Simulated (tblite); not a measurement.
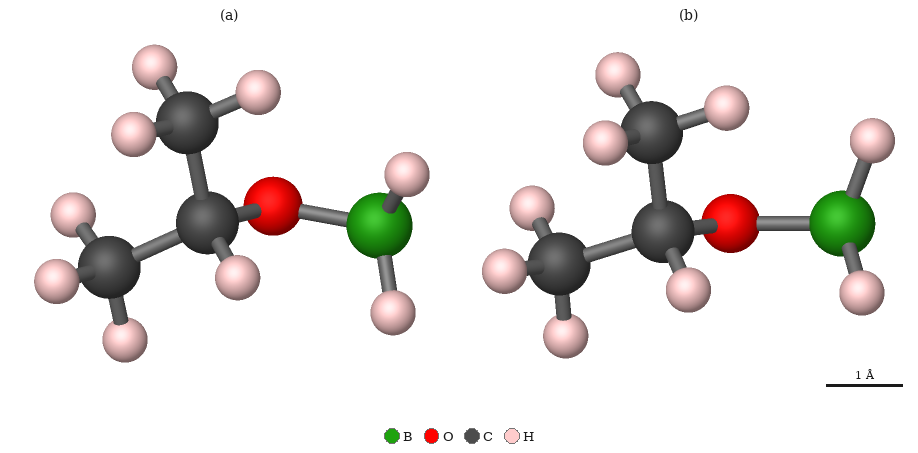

The structure of C$_{3}$H$_{9}$BO (charge −1, multiplicity 2) before (left) and after (right) a relaxation, at one scale.

A ball-and-stick model, seen at a tilt.

These are results of GFN2-xTB geometry optimisation, gas phase in tblite, not measurements. 

Describe what moved and what it gained.

Answer. The atom that moves furthest after the best rigid fit is an H atom (0.68 Å). Largest moves by element: H 0.68 Å, O 0.23 Å, C 0.15 Å, B 0.07 Å. Near-neighbour distances that change, for instance: B–H 1.194 → 1.247 Å, B–O 1.476 → 1.529 Å, C–H 1.122 → 1.089 Å, C–O 1.409 → 1.377 Å. Bond angles that change, for instance: B–O–C 112.8° → 116.4°, O–C–C 109.6° → 112.6°, C–C–H 110.4° → 107.5°. The energy falls by 4.47 kcal/mol in 80 geometry steps.
